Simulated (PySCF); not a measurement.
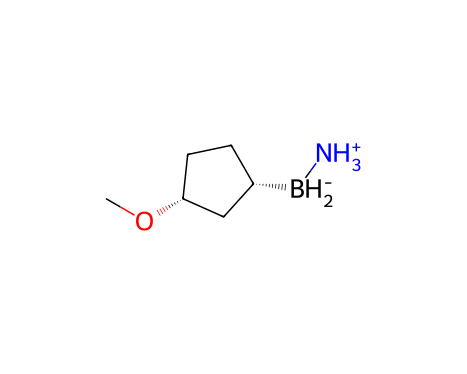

2D structure.

Transcribe the drawing into SMILES.

Answer. CO[C@@H]1CC[C@H]([BH2-][NH3+])C1

What is the molecular formula?

Answer. C6H16BNO.

An optimisation with GFN2-xTB gave a structure of which point group?

Answer. C1.

More results for the same structure follow; atom numbers are the same in all pictures, views and colours differ. The geometry was computed by an optimisation with GFN2-xTB. No frequency run is at hand to confirm it as a minimum.

**Geometry**

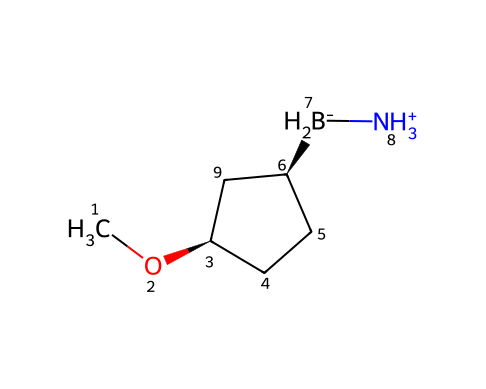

A structural formula, with wedges where it has stereocentres; small numbers name the atoms. The configuration is that of a computed structure (GFN2-xTB).

What are the Cahn–Ingold–Prelog descriptors?

Answer. C3: R; C6: S.

**Electronic properties**

No frequency run is at hand to confirm it as a minimum. Level of theory: PBE0/pcSseg-1, gas phase (PySCF 2.14.0).

What is the dipole moment?

Answer. 5.28 D.

Estimate the HOMO–LUMO gap.

Answer. 6.85 eV.

Give the HOMO energy (Kohn–Sham orbital) at this level.

Answer. −6.59 eV.

**NMR shielding**

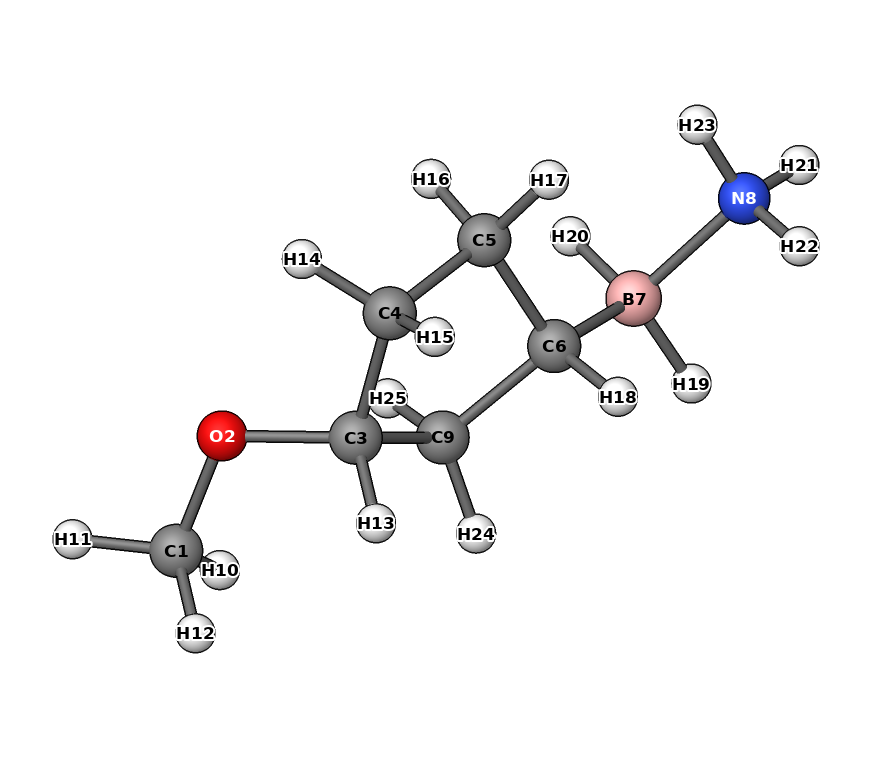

The questions are on isotropic NMR shieldings of the C atoms. No frequency run is at hand to confirm it as a minimum. Properties computed with GIAO PBE0/pcSseg-1 NMR shielding, non-relativistic, gas phase (PySCF 2.14.0).

Which C atom is the most shielded (lowest chemical shift)?

Answer. C5 (152.8 ppm).

Which C atom is the least shielded (highest chemical shift)?

Answer. C3 (98.9 ppm).

How wide is the range of C shifts?

Answer. 53.9 ppm.

List the isotropic NMR shieldings of the C atoms.

```tsv
atom	σ (ppm)
C1	128.4
C3	98.9
C4	147.2
C5	152.8
C6	149.3
C9	145.6
```

**Charges**

The questions are on IAO charges. No frequency run is at hand to confirm it as a minimum. Method: PBE0/pcSseg-1, gas phase (PySCF 2.14.0).

Which atom carries the highest charge (most positive or least negative)?

Answer. H21 (0.30 e).

And the lowest?

Answer. N8 (−0.42 e).

Give the IAO charges atom by atom.

| atom | value (e) |
| --- | --- |
| C1 | −0.20 |
| O2 | −0.40 |
| C3 | 0.09 |
| C4 | −0.27 |
| C5 | −0.26 |
| C6 | −0.22 |
| B7 | −0.22 |
| N8 | −0.42 |
| C9 | −0.27 |
| H10 | 0.12 |
| H11 | 0.15 |
| H12 | 0.11 |
| H13 | 0.10 |
| H14 | 0.15 |
| H15 | 0.13 |
| H16 | 0.13 |
| H17 | 0.10 |
| H18 | 0.09 |
| H19 | −0.03 |
| H20 | −0.03 |
| H21 | 0.30 |
| H22 | 0.29 |
| H23 | 0.29 |
| H24 | 0.13 |
| H25 | 0.13 |

The geometry is semi-empirical. Around B such bond lengths and angles can be off by a tenth of an ångström or more and by several degrees, and values that hang on the shape move with them.
